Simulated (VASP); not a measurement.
Band structure of AlInSb2 (space group R3m). These are LDA (Ceperley-Alder, Perdew-Zunger), VASP's LDA PAW potentials (set 64) (plane waves; VASP 6.6.1) values and carry that method's errors.

Unless said otherwise, spin-orbit coupling is left out, though it shifts the bands of the heavy elements here.

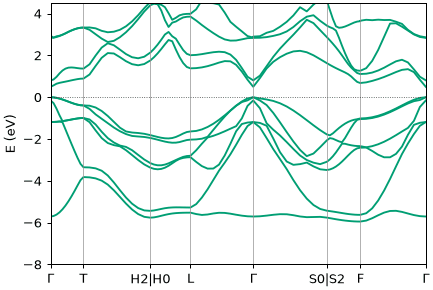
Bands along high-symmetry lines, zero at the valence-band maximum or, without a gap, the Fermi level

**Question.** Read the plot: is there a gap, and where are the band edges?

**Answer.** The gap is direct, 0.50 eV, from the valence maximum at Γ to the conduction minimum at Γ. (Edges off the drawn lines would not show.)

The structure comes from a computed database's AlInSb2 entry (R3m); how it stands against other phases isn't given here. It was relaxed first, which changed the volume by -7 %.
